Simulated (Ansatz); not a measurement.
WHCl₂F₅: several calculations on one system

## 1. Relaxation

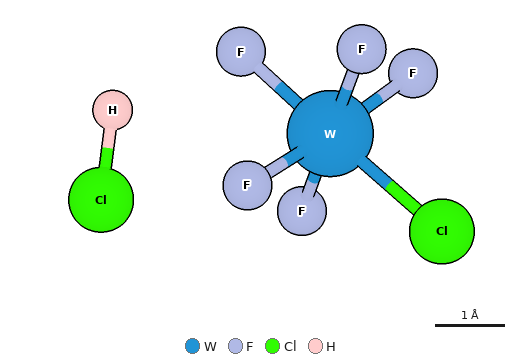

Starting structure of WHCl2F5. Style: ball-and-stick. Shown at a tilt.

The run prepares an end point of a later path (reaction) calculation, from a guessed geometry.

Method: RKS PBE-D4/def2-SVP (Ansatz 0.2.0).

Input
```yaml
crystal:
  periodic: [false, false, false]
  atoms:
    - { symbol: W, position_ang: [-0.093702, -0.089435, -0.158928] }
    - { symbol: F, position_ang: [-0.006882, 0.016608, 1.703166] }
    - { symbol: F, position_ang: [1.760398, -0.158036, -0.244575] }
    - { symbol: F, position_ang: [-0.193725, 1.762446, -0.264871] }
    - { symbol: F, position_ang: [-1.955277, -0.144466, -0.00583] }
    - { symbol: F, position_ang: [-0.12083, -1.950161, 0.009233] }
    - { symbol: Cl, position_ang: [-0.234571, -0.253931, -2.439303] }
    - { symbol: Cl, position_ang: [2.096095, 2.156841, 1.622251] }
    - { symbol: H, position_ang: [1.390494, 1.412435, 2.476656] }
basis:
  gaussian: { orbitals: def2-SVP }
hamiltonian:
  xc: pbe
  dispersion: d4
relax:
  f_tol: 0.03
  max_steps: 50
```

Launched with:
```bash
ansatz run input.yaml --threads 4 --pin off --max-ram 5120MiB --backend cpu --events-out ev --progress --plain --runs-dir out
```

### Where does the relaxation end?

The energy falls by 0.155 eV in 6 accepted moves (7 points after the start). Largest force component: 0.93 eV/Å at the start, 0.027 eV/Å at the end. The line search rejected the trial step at point 2 of the run. Cl8 moves most after the best rigid fit: 0.59 Å. Largest moves by element: Cl 0.59 Å, F 0.16 Å, W 0.13 Å, H 0.10 Å. Some distances before and after: Cl8–H9 1.335 → 1.299 Å, W1–F2 1.867 → 1.884 Å, W1–Cl7 2.291 → 2.286 Å, W1–F5 1.869 → 1.864 Å. Among the angles between lasting bonds that change: F3–W1–F4 95.0° → 90.7°, F5–W1–F6 87.1° → 89.4°.

Final geometry:

```xyz
9

W    -0.1505   -0.1491   -0.2560
F     0.0408    0.0586    1.6068
F     1.7047   -0.1532   -0.3973
F    -0.1824    1.7048   -0.4104
F    -1.9982   -0.1545   -0.0064
F    -0.1290   -1.9948    0.0069
Cl   -0.3900   -0.4084   -2.5149
Cl    2.3080    2.3644    2.1356
H     1.4387    1.4844    2.5336
```

The end point in the same view:

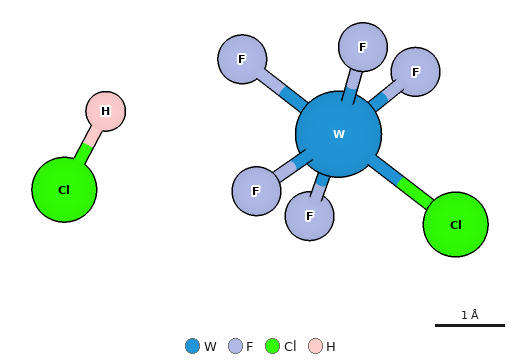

## 2. Relaxation

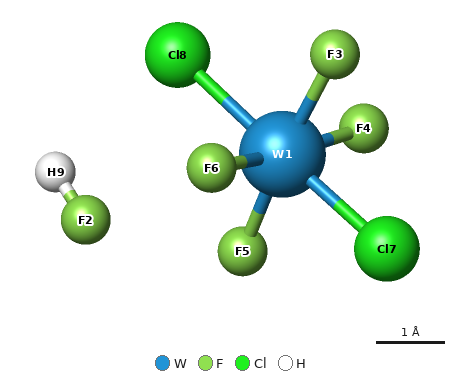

This is the input geometry for a relaxation of WHCl$_{2}$F$_{5}$. A ball-and-stick model, seen at a tilt.

The run prepares an end point of a later path (reaction) calculation, from a guessed geometry.

The calculation used Ansatz, RKS PBE-D4/def2-SVP.

The input:
```yaml
crystal:
  periodic: [false, false, false]
  atoms:
    - { symbol: W, position_ang: [0.365912, 0.388625, -0.360094] }
    - { symbol: F, position_ang: [-0.34474, -0.380608, 2.517736] }
    - { symbol: F, position_ang: [1.983781, 0.252052, -1.292942] }
    - { symbol: F, position_ang: [0.157352, 1.991941, -1.301161] }
    - { symbol: F, position_ang: [-1.287809, 0.731945, 0.417547] }
    - { symbol: F, position_ang: [0.782187, -1.257013, 0.398874] }
    - { symbol: Cl, position_ang: [-0.712648, -0.759407, -2.03999] }
    - { symbol: Cl, position_ang: [1.491384, 1.610913, 1.33218] }
    - { symbol: H, position_ang: [0.206581, 0.173853, 3.025651] }
basis:
  gaussian: { orbitals: def2-SVP }
hamiltonian:
  xc: pbe
  dispersion: d4
relax:
  f_tol: 0.03
  max_steps: 50
```

Run as
```bash
ansatz run input.yaml --threads 4 --pin off --max-ram 5120MiB --backend cpu --events-out ev --progress --plain --runs-dir out
```

> What does the optimiser find from here?

Over 7 accepted moves (9 points after the start) the energy falls by 0.144 eV. The largest force component goes from 0.38 to 0.023 eV/Å. The line search rejected the trial steps at points 6, 8 of the run. The forces were under the threshold at step 7, but the run went on from there. The largest move after the best rigid fit is that of F2, 0.50 Å. By element the largest moves are F 0.50 Å, Cl 0.21 Å, H 0.14 Å, W 0.11 Å. Near-neighbour distances that change, for instance: W1–F2 3.062 → 3.652 Å, W1–Cl8 2.372 → 2.338 Å, W1–Cl7 2.303 → 2.296 Å, W1–F3 1.873 → 1.867 Å. Bond angles that change, for instance: F5–W1–F6 101.1° → 92.3°, F4–W1–F6 171.4° → 177.7°, F3–W1–F5 172.0° → 177.5°. The run took 25 s on 4 threads of Arm Neoverse V2 (shared host), peak memory 0.22 GiB.

Final geometry:

```xyz
9

W     0.3785    0.3927   -0.4702
F    -0.3679   -0.4123    3.0130
F     2.0306    0.2572   -1.3294
F     0.1388    2.0425   -1.3115
F    -1.2587    0.6078    0.3881
F     0.6897   -1.2390    0.3677
Cl   -0.6509   -0.6793   -2.2204
Cl    1.4335    1.4913    1.3031
H     0.2486    0.2915    2.9575
```

After the run, drawn alike:

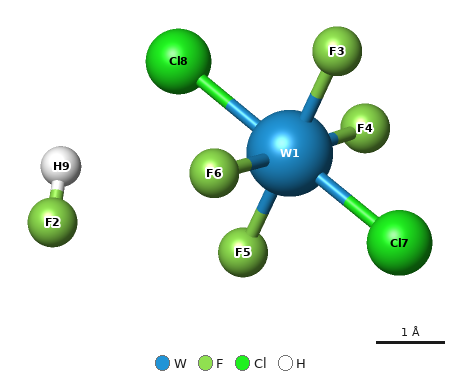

Limits of the set-up: the start holds two separate molecules, 2.6 Å apart at their closest, whose relative position is a soft coordinate.

## 3. Path

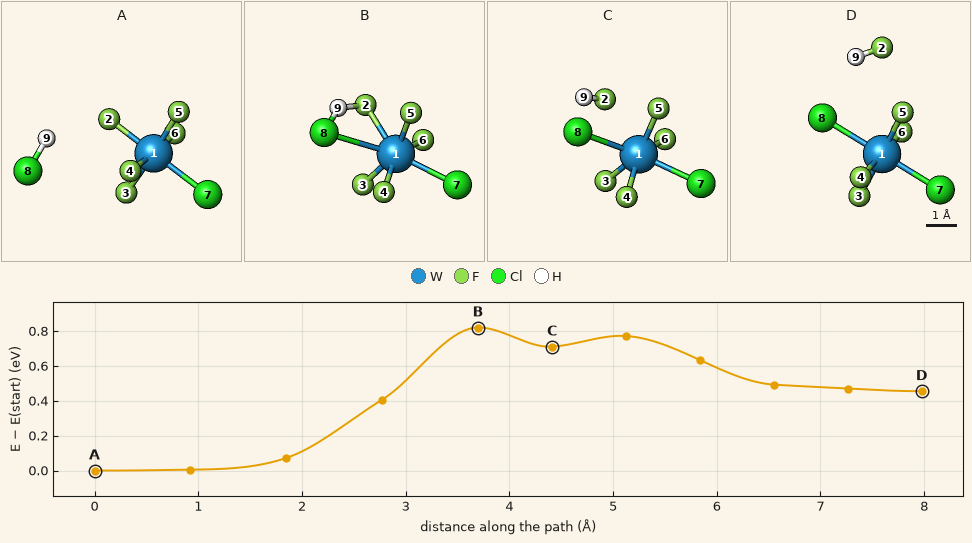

NEB run on WHCl2F5, made up at the start of WClF5 and HCl. Images are numbered from 0 (start) to 10 (end). Frames A to D are images 0, 4, 5, 10. Style: ball-and-stick. Shown at a tilt.

These are results of RKS PBE-D4/def2-SVP (Ansatz 0.2.0), not measurements. Settings: 9 movable images; climbing image; force threshold 0.05 eV/Å; iteration limit 60; starting path through a guess of the saddle point.

> Describe the mechanism and the energy profile.

The energy climbs by 0.82 eV to image 4 and then falls by 0.37 eV, so the end point sits at +0.46 eV. The profile has 2 maxima (images 4, 6) with a dip at image 5 (+0.71 eV), so the process runs in steps. The path has more than one stage, and so few images may leave a stage unresolved. Breaking: Cl8–H9 (1.30 → 1.50 at the top → 2.36 Å), W1–F2 (1.88 → 2.11 at the top → 3.65 Å). Forming: F2–H9 (2.20 → 1.22 at the top → 0.94 Å), W1–Cl8 (4.25 → 2.72 at the top → 2.34 Å). The band converged in 33 iterations. The largest component of the band force went from 7.8 to 0.036 eV/Å. The climbing image converged on the top of the path. Its vibrational analysis gives one imaginary mode (265i cm⁻¹), as a transition state must have.

Limits of the set-up: the start holds two separate molecules, 2.2 Å apart at their closest, whose relative position is a soft coordinate.

Cost: 11 min on 4 threads of Arm Neoverse V2 (shared host), peak memory 0.25 GiB.
